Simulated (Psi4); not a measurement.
# MgH2: geometry relaxation (part 2 of 3)

Continued. System: MgH2, SMILES [H][Mg][H]. Method: TPSS/cc-pVDZ, RKS (Psi4 1.11). The geometry comes from this level: GFN2-xTB.

Geometry of the input (Å):
```
Mg 0.0008  0.0005  0.0010
H  -0.0177  -0.0217  1.6307
H  0.0169  0.0212  -1.6317
```

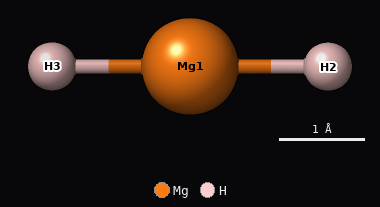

Figure 1. The structure as given in the input (ball-and-stick view, seen on its broad side; atoms are numbered from 1 in the order of the input). Sticks mark near contacts.

The program's output, continued
```
       Center              X                  Y                   Z               Mass
    ------------   -----------------  -----------------  -----------------  -----------------
         MG          -0.000092942002     0.000024939036     0.000000000000    23.985041697000
         H            0.027910100745     1.702210859542    -0.000000000000     1.007825032230
         H           -0.025698191222    -1.702804379056    -0.000000000000     1.007825032230

  Running in c1 symmetry.

  Rotational constants: A = 6256164.91362  B =      2.88467  C =      2.88466 [cm^-1]
  Rotational constants: A = 187555105710.79568  B =  86480.12044  C =  86480.08057 [MHz]
  Nuclear repulsion =    7.614199335439491

  Charge       = 0
  Multiplicity = 1
  Electrons    = 14
  Nalpha       = 7
  Nbeta        = 7

  ==> Algorithm <==

  SCF Algorithm Type is DF.
  DIIS enabled.
  MOM disabled.
  Fractional occupation disabled.
  Guess Type is READ.
  Energy threshold   = 1.00e-08
  Density threshold  = 1.00e-08
  Integral threshold = 1.00e-12

   => Molecular Quadrature <=

    Radial Scheme          =       TREUTLER
    Pruning Scheme         =           NONE
    Nuclear Scheme         =       TREUTLER

    Blocking Scheme        =         OCTREE
    BS radius alpha        =              1
    Pruning alpha          =              1
    Radial Points          =             75
    Spherical Points       =            302
    Total Points           =          65619
    Total Blocks           =            579
    Max Points             =            256
    Max Functions          =             28
    Weights Tolerance      =       1.00E-15

   => Loading Basis Set <=

    Name: CC-PVDZ
    Role: ORBITAL
    Keyword: BASIS

  Reading orbitals from file scr/psi4.default.4459.180.npy, no projection.

  ==> Integral Setup <==

  DFHelper Memory: AOs need 0.001 GiB; user supplied 0.989 GiB.
  SCF_SUBTYPE=INCORE selected. In-core MEM_DF algorithm will be used.
  Using in-core AOs.

  ==> MemDFJK: Density-Fitted J/K Matrices <==

    J tasked:                   Yes
    K tasked:                    No
    wK tasked:                   No
    Memory [MiB]:              1013
    Algorithm:                 Core
    Schwarz Cutoff:           1E-12
    Mask sparsity (%):       0.0000
    Fitting Condition:        1E-10

   => Auxiliary Basis Set <=

  Basis Set: (CC-PVDZ AUX)
    Blend: CC-PVDZ-JKFIT + DEF2-UNIVERSAL-JKFIT
    Number of shells: 52
    Number of basis functions: 158
    Number of Cartesian functions: 187
    Spherical Harmonics?: true
    Max angular momentum: 4

  Cached 100.0% of DFT collocation blocks in 0.128 [GiB].

  Minimum eigenvalue in the overlap matrix is 2.8626453830E-02.
  Reciprocal condition number of the overlap matrix is 8.8369413781E-03.
    Using symmetric orthogonalization.

  ==> Pre-Iterations <==

  SCF Guess: Orbitals guess was supplied from a previous computation.

   -------------------------------------------------------
    Irrep   Nso     Nmo     Nalpha   Nbeta   Ndocc  Nsocc
   -------------------------------------------------------
     A         28      28       7       7       7       0
   -------------------------------------------------------
    Total      28      28       7       7       7       0
   -------------------------------------------------------

  ==> Iterations <==

                           Total Energy        Delta E     RMS |[F,P]|

   @DF-RKS iter   0:  -201.24488111925083   -2.01245e+02   2.48580e-03
   @DF-RKS iter   1:  -201.25618222030718   -1.13011e-02   1.05253e-04 ADIIS/DIIS
   @DF-RKS iter   2:  -201.25619113971115   -8.91940e-06   3.38182e-05 DIIS
   @DF-RKS iter   3:  -201.25619225326307   -1.11355e-06   6.84158e-06 DIIS
   @DF-RKS iter   4:  -201.25619230007464   -4.68116e-08   8.85865e-07 DIIS
   @DF-RKS iter   5:  -201.25619230080883   -7.34190e-10   1.84528e-07 DIIS
   @DF-RKS iter   6:  -201.25619230084220   -3.33671e-11   6.01007e-08 DIIS
   @DF-RKS iter   7:  -201.25619230084632   -4.12115e-12   1.72833e-09 DIIS
  Energy and wave function converged.

  ==> Post-Iterations <==

   Electrons on quadrature grid:
      Ntotal   =   14.0000002974 ; deviation = 2.974e-07

    Final Occupation by Irrep:
              A
    DOCC [     7 ]
    NA   [     7 ]
    NB   [     7 ]

  @DF-RKS Final Energy:  -201.25619230084632

   => Energetics <=

    Nuclear Repulsion Energy =              7.6141993354394906
    One-Electron Energy =                -295.6716873520081776
    Two-Electron Energy =                 104.0345830420644262
    DFT Exchange-Correlation Energy =     -17.2332873263420296
    Empirical Dispersion Energy =           0.0000000000000000
    VV10 Nonlocal Energy =                  0.0000000000000000
    Total Energy =                       -201.2561923008463225

Computation Completed

Properties will be evaluated at   0.000000,   0.000000,   0.000000 [a0]

Properties computed using the SCF density matrix

 Multipole Moments:

 ------------------------------------------------------------------------------------
     Multipole            Electronic (a.u.)      Nuclear  (a.u.)        Total (a.u.)
 ------------------------------------------------------------------------------------

 L = 1.  Multiply by 2.5417464519 to convert [e a0] to [Debye]
 Dipole X            :         -0.0041714            0.0020723           -0.0020991
 Dipole Y            :          0.0010620           -0.0005561            0.0005059
 Dipole Z            :          0.0000000           -0.0000000            0.0000000
 Magnitude           :                                                    0.0021592

 ------------------------------------------------------------------------------------

	total time  =          2 seconds =       0.03 minutes

         ------------------------------------------------------------
                                   SCF GRAD
         ------------------------------------------------------------

  ==> Geometry <==

    Molecular point group: c1
    Full point group: Cs

    Geometry (in Angstrom), charge = 0, multiplicity = 1:

       Center              X                  Y                   Z               Mass
    ------------   -----------------  -----------------  -----------------  -----------------
         MG          -0.000092942002     0.000024939036     0.000000000000    23.985041697000
         H            0.027910100745     1.702210859542    -0.000000000000     1.007825032230
         H           -0.025698191222    -1.702804379056    -0.000000000000     1.007825032230

  Nuclear repulsion =    7.614199335439491

   => Molecular Quadrature <=

    Radial Scheme          =       TREUTLER
    Pruning Scheme         =           NONE
    Nuclear Scheme         =       TREUTLER

    Blocking Scheme        =         OCTREE
    BS radius alpha        =              1
    Pruning alpha          =              1
    Radial Points          =             75
    Spherical Points       =            302
    Total Points           =          65619
    Total Blocks           =            579
    Max Points             =            256
    Max Functions          =             28
    Weights Tolerance      =       1.00E-15

  -Total Gradient:
     Atom            X                  Y                   Z
    ------   -----------------  -----------------  -----------------
       1       -0.000026993902     0.000107298511     0.000000000000
       2       -0.000020064269    -0.002181687169    -0.000000000000
       3        0.000047015194     0.002074500802    -0.000000000000

	total time  =          0 seconds =       0.00 minutes

    			-----------------------------------------

    			 OPTKING 3.0: for geometry optimizations

    			        with contributions from

    			-----------------------------------------

	                            ===> Fragment 1 <==

	 Z (Atomic Numbers)          Masses                          Geom
	      12.000000            23.985042         -0.00017563  0.00004713  0.00000000
	       1.000000             1.007825          0.05274245  3.21671233 -0.00000000
	       1.000000             1.007825         -0.04856254 -3.21783392 -0.00000000

	 - Coordinate -           - BOHR/RAD -       - ANG/DEG -
	 R(1,2)           =         3.217100           1.702416
	 R(1,3)           =         3.218245           1.703022
	 L(2,1,3)         =         3.140179         179.918984
	 l(2,1,3)         =         3.141593         180.000000

	        --- Internal Coordinate Step in ANG or DEG, aJ/ANG or AJ/DEG ---
	-------------------------------------------------------------------------------
	           Coordinate      Previous         Force          Change          New
	           ----------      --------        ------          ------        ------
	               R(1,2)       1.70242        0.01797        0.01039       1.71281
	               R(1,3)       1.70302        0.01709        0.00994       1.71296
	             L(2,1,3)     179.91898        0.00000        0.02074     179.93973
	             l(2,1,3)     180.00000        0.00000        0.00000     180.00000
	-------------------------------------------------------------------------------

	                                 ==> Convergence Check <==

	Measures of convergence in internal coordinates in au.

	Criteria marked as inactive (o), active & met (*), and active & unmet ( ).

	----------------------------------------------------------------------------------------------
	   Step    Total Energy     Delta E     Max Force     RMS Force      Max Disp      RMS Disp
	----------------------------------------------------------------------------------------------
	  Convergence Criteria     1.00e-06 *    3.00e-04 *             o    1.20e-03 *             o
	----------------------------------------------------------------------------------------------
	     2    -201.25619230   -2.50e-03      2.18e-03      1.51e-03 o    1.96e-02      1.36e-02 o  ~
	----------------------------------------------------------------------------------------------

Next Geometry in Ang
	Fragment 1 (Ang)

	   Mg   0.0001066033  -0.0001282858  -0.0000000000
	    H   0.0279704092   1.7124530434   0.0000000000
	    H  -0.0259580450  -1.7128933381   0.0000000000

    Structure for next step:
    Molecular point group: c1
    Full point group: Cs

    Geometry (in Angstrom), charge = 0, multiplicity = 1:

    MG          -0.000069737994     0.000007121374    -0.000000000000
    H            0.027794067930     1.712588450607     0.000000000001
    H           -0.026134386308    -1.712757930868     0.000000000001

gradient() will perform analytic gradient computation.

  ==> Geometry <==

    Molecular point group: c1
    Full point group: Cs

    Geometry (in Angstrom), charge = 0, multiplicity = 1:

       Center              X                  Y                   Z               Mass
    ------------   -----------------  -----------------  -----------------  -----------------
         MG          -0.000069737994     0.000007121374    -0.000000000000    23.985041697000
         H            0.027794067930     1.712588450607     0.000000000001     1.007825032230
         H           -0.026134386308    -1.712757930868     0.000000000001     1.007825032230

  Running in c1 symmetry.

  Rotational constants: A = 11170167.22060  B =      2.85052  C =      2.85052 [cm^-1]
  Rotational constants: A = 334873188733.32410  B =  85456.56395  C =  85456.54214 [MHz]
  Nuclear repulsion =    7.569005862376486

  Charge       = 0
  Multiplicity = 1
  Electrons    = 14
  Nalpha       = 7
  Nbeta        = 7

   => Molecular Quadrature <=

    Radial Scheme          =       TREUTLER
    Pruning Scheme         =           NONE
    Nuclear Scheme         =       TREUTLER

    Blocking Scheme        =         OCTREE
    BS radius alpha        =              1
    Pruning alpha          =              1
    Radial Points          =             75
    Spherical Points       =            302
    Total Points           =          65618
    Total Blocks           =            577
    Max Points             =            256
    Max Functions          =             28
    Weights Tolerance      =       1.00E-15

  ==> Integral Setup <==

  DFHelper Memory: AOs need 0.001 GiB; user supplied 0.990 GiB.
  SCF_SUBTYPE=INCORE selected. In-core MEM_DF algorithm will be used.
  Using in-core AOs.

   => Auxiliary Basis Set <=

  Basis Set: (CC-PVDZ AUX)
    Blend: CC-PVDZ-JKFIT + DEF2-UNIVERSAL-JKFIT
    Number of shells: 52
    Number of basis functions: 158
    Number of Cartesian functions: 187
    Spherical Harmonics?: true
    Max angular momentum: 4

  Cached 100.0% of DFT collocation blocks in 0.128 [GiB].

  Minimum eigenvalue in the overlap matrix is 2.9328932100E-02.
  Reciprocal condition number of the overlap matrix is 9.0734725196E-03.
    Using symmetric orthogonalization.

  ==> Iterations <==

                           Total Energy        Delta E     RMS |[F,P]|

   @DF-RKS iter   0:  -201.25451875704508   -2.01255e+02   3.29661e-04
   @DF-RKS iter   1:  -201.25623818628284   -1.71943e-03   1.74413e-05 DIIS
   @DF-RKS iter   2:  -201.25623846077238   -2.74490e-07   7.02643e-06 DIIS
   @DF-RKS iter   3:  -201.25623851066860   -4.98962e-08   1.14666e-06 DIIS
   @DF-RKS iter   4:  -201.25623851197926   -1.31067e-09   1.67109e-07 DIIS
   @DF-RKS iter   5:  -201.25623851200422   -2.49543e-11   4.66827e-08 DIIS
   @DF-RKS iter   6:  -201.25623851200677   -2.55795e-12   1.08150e-08 DIIS
   @DF-RKS iter   7:  -201.25623851200680   -2.84217e-14   1.51937e-10 DIIS
  Energy and wave function converged.

  ==> Post-Iterations <==

   Electrons on quadrature grid:
      Ntotal   =   14.0000003953 ; deviation = 3.953e-07

    Final Occupation by Irrep:
              A
    DOCC [     7 ]
    NA   [     7 ]
    NB   [     7 ]

  @DF-RKS Final Energy:  -201.25623851200680

   => Energetics <=

    Nuclear Repulsion Energy =              7.5690058623764864
    One-Electron Energy =                -295.5720702404822191
    Two-Electron Energy =                 103.9768935600652355
    DFT Exchange-Correlation Energy =     -17.2300676939663333
    Empirical Dispersion Energy =           0.0000000000000000
    VV10 Nonlocal Energy =                  0.0000000000000000
    Total Energy =                       -201.2562385120068029

Computation Completed

Properties will be evaluated at   0.000000,   0.000000,   0.000000 [a0]

Properties computed using the SCF density matrix

 Multipole Moments:

 ------------------------------------------------------------------------------------
     Multipole            Electronic (a.u.)      Nuclear  (a.u.)        Total (a.u.)
 ------------------------------------------------------------------------------------

 L = 1.  Multiply by 2.5417464519 to convert [e a0] to [Debye]
 Dipole X            :         -0.0031239            0.0015549           -0.0015690
 Dipole Y            :          0.0003055           -0.0001588            0.0001468
 Dipole Z            :         -0.0000000            0.0000000           -0.0000000
 Magnitude           :                                                    0.0015759
```
